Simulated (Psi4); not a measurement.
**BHBr (SMILES [BH]Br): UM06-L-D3(0)/heavy-aug-cc-pVTZ (density fitting)**

Aim: the vertical electron affinity of BHBr at UM06-L-D3(0)/heavy-aug-cc-pVTZ (density fitting), from 2 runs. 

The results are computed with Psi4 1.11.

5 further runs of the same task are left out: 1 for a known fault of the program, 2 that didn't finish, 2 set aside as unsound or not needed.

## (1) Starting point

BHBr has 3 atoms, charge 0, and is taken as a doublet. SMILES: `[BH]Br`. Geometry: relaxed at PBE0-D4/def2-TZVP.

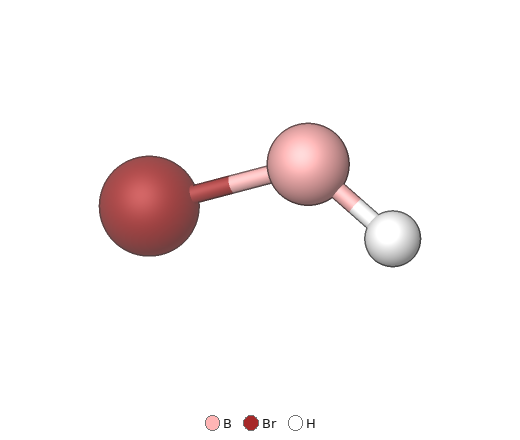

The structure, seen from a chosen angle (boron pink, bromine red, hydrogen white).

## (2) The energy at UM06-L-D3(0)/heavy-aug-cc-pVTZ (density fitting)

File calc.dat:

```
memory 1600 MB

molecule molecule1 {
  0 2
  B
  Br 1 1.867667
  H 1 1.192562 2 123.5509
  no_reorient
  no_com
}

set basis heavy-aug-cc-pVTZ
set reference uks

energy_value = energy('m06-l-d3zero2b')
print_variables()
```

Command:

```sh
$ psi4 -i calc.dat -o calc.out -n 1
```

calc.out, cut to the lines that bear on the results:

```text
[...]
  Running in cs symmetry.
[...]
  Nuclear repulsion =   58.623733489240529
[...]
  Multiplicity = 2
[...]
  Nalpha       = 21
  Nbeta        = 20
[...]
    Number of basis functions: 119
[...]
   @DF-UKS iter   1: -2599.21065743926465   -1.38263e+00   1.37254e-02 ADIIS/DIIS
[...]
   @DF-UKS iter  10: -2599.49903577695659   -2.68501e-08   5.55963e-07 DIIS
[...]
   @S^2 Observed:                7.563639409E-01
[...]
    Orbital Energies [Eh]
    ---------------------
    Alpha Occupied:
       1Ap  -482.156959     2Ap   -62.409192     3Ap   -56.113107
       1App  -56.111803     4Ap   -56.110902     5Ap    -8.721938
       6Ap    -6.718008     7Ap    -6.490231     2App   -6.485864
       8Ap    -6.482256     9Ap    -2.564485     3App   -2.563593
      10Ap    -2.561011     4App   -2.557741    11Ap    -2.557399
      12Ap    -0.765640    13Ap    -0.471987    14Ap    -0.368625
       5App   -0.310384    15Ap    -0.307898    16Ap    -0.185057
    Alpha Virtual:
       6App   -0.100669    17Ap     0.002725    18Ap     0.008803
      19Ap     0.013512     7App    0.019580    20Ap     0.045765
[...]
  @DF-UKS Final Energy: -2599.49903577695659
   => Energetics <=
    Nuclear Repulsion Energy =             58.6237334892405286
    One-Electron Energy =               -3732.0442656884320058
    Two-Electron Energy =                1169.5811268053853382
    DFT Exchange-Correlation Energy =     -95.6596297512057987
    Empirical Dispersion Energy =          -0.0000006319444883
    VV10 Nonlocal Energy =                  0.0000000000000000
    Total Energy =                      -2599.4990357769565890
[...]
 Multipole Moments:
 ------------------------------------------------------------------------------------
     Multipole            Electronic (a.u.)      Nuclear  (a.u.)        Total (a.u.)
 ------------------------------------------------------------------------------------
 L = 1.  Multiply by 2.5417464519 to convert [e a0] to [Debye]
 Dipole X            :          0.8863821           -1.0247251           -0.1383430
 Dipole Y            :         -2.8051907            2.7331167           -0.0720740
 Dipole Z            :          0.0000000            0.0000000            0.0000000
 Magnitude           :                                                    0.1559918
[...]
```

Run time: 12 s. Hardware: 1 thread of INTEL XEON PLATINUM 8581C at 2.30GHz (Emerald Rapids), shared host; peak memory 1.2 GiB.

## (3) The singlet anion

File bbrh.xyz:

```xyz
3
BBrH
B     -0.094500    -0.523000    -0.115700
Br     1.181000     0.563200     0.709800
H     -1.097400    -0.105000    -0.607300
```

File calc.py:

```python
import psi4

psi4.set_memory('1600 MB')
psi4.set_num_threads(1)
psi4.core.set_output_file('psi4.out', False)

with open('bbrh.xyz') as f:
    atoms = ''.join(f.readlines()[2:])
m = psi4.geometry('-1 1\n' + atoms + 'no_reorient\nno_com')

psi4.set_options({
    'reference': 'uks',
})

energy_value, wavefunction = psi4.energy("m06-l-d3zero2b/heavy-aug-cc-pVTZ", molecule=m, return_wfn=True)
print(f'm06-l-d3zero2b/heavy-aug-cc-pVTZ energy: {energy_value:.10f} Eh')
```

Command:

```sh
$ python calc.py
```

psi4.out, cut to the lines that bear on the results:

```text
[...]
  Running in c1 symmetry.
[...]
  Nuclear repulsion =   58.623728353523035
[...]
  Multiplicity = 1
[...]
  Nalpha       = 21
  Nbeta        = 21
[...]
    Number of basis functions: 119
[...]
   @DF-UKS iter   1: -2599.02444551933922   -1.19642e+00   1.10407e-02 DIIS/ADIIS
[...]
   @DF-UKS iter  12: -2599.50130613884039   -2.52576e-08   3.62724e-07 DIIS
[...]
   @S^2 Observed:                1.065814104E-13
[...]
    Orbital Energies [Eh]
    ---------------------
    Alpha Occupied:
       1A   -481.955615     2A    -62.208325     3A    -55.911869
       4A    -55.911068     5A    -55.909912     6A     -8.521663
       7A     -6.464749     8A     -6.289274     9A     -6.286095
      10A     -6.282118    11A     -2.363862    12A     -2.363243
      13A     -2.360255    14A     -2.357925    15A     -2.357460
      16A     -0.564096    17A     -0.251277    18A     -0.154286
      19A     -0.117308    20A     -0.103181    21A      0.073500
    Alpha Virtual:
      22A      0.114570    23A      0.120171    24A      0.135200
      25A      0.142315    26A      0.148697    27A      0.182128
[...]
  @DF-UKS Final Energy: -2599.50130613884039
   => Energetics <=
    Nuclear Repulsion Energy =             58.6237283535230347
    One-Electron Energy =               -3740.4053928878211082
    Two-Electron Energy =                1178.0963081966153823
    DFT Exchange-Correlation Energy =     -95.8159491692134111
    Empirical Dispersion Energy =          -0.0000006319441338
    VV10 Nonlocal Energy =                  0.0000000000000000
    Total Energy =                      -2599.5013061388403912
[...]
 Multipole Moments:
 ------------------------------------------------------------------------------------
     Multipole            Electronic (a.u.)      Nuclear  (a.u.)        Total (a.u.)
 ------------------------------------------------------------------------------------
 L = 1.  Multiply by 2.5417464519 to convert [e a0] to [Debye]
 Dipole X            :        -75.7322640           75.1451484           -0.5871157
 Dipole Y            :        -30.1434595           32.1102263            1.9667668
 Dipole Z            :        -44.7806962           44.7056289           -0.0750673
 Magnitude           :                                                    2.0539015
[...]
```

On the terminal:

```text
m06-l-d3zero2b/heavy-aug-cc-pVTZ energy: -2599.5013061388 Eh
```

Wall time 14 s (1 thread of INTEL XEON PLATINUM 8581C at 2.30GHz (Emerald Rapids), shared host); peak memory 1.2 GiB.

## (4) What came out

At UM06-L-D3(0)/heavy-aug-cc-pVTZ (density fitting):

| quantity | value |
| --- | --- |
| doublet BHBr: total energy | -2599.49904 Eh |
| doublet BHBr: dipole moment | 0.40 D |
| doublet BHBr: HOMO energy (highest over α and β) | -5.04 eV |
| doublet BHBr: LUMO energy (lowest over α and β) | -2.74 eV |
| doublet BHBr: dispersion energy | 0.00 kJ/mol |
| doublet BHBr: ⟨S²⟩ | 0.756 |
| singlet anion: total energy | -2599.50131 Eh |
| singlet anion: HOMO energy | 2.00 eV |
| singlet anion: LUMO energy | 3.12 eV |
| singlet anion: HOMO–LUMO gap (to an unbound level, set by the basis) | 1.12 eV |
| singlet anion: dispersion energy | 0.00 kJ/mol |
| vertical electron affinity (to the singlet anion) | 0.062 eV |

**Reading.** At fixed nuclei the extra electron is bound by 0.06 eV (6.0 kJ/mol). The HOMO (singlet anion) lies at positive energy, 2.00 eV, as semi-local functionals often give for anions; only total energies tell whether the electron is bound.
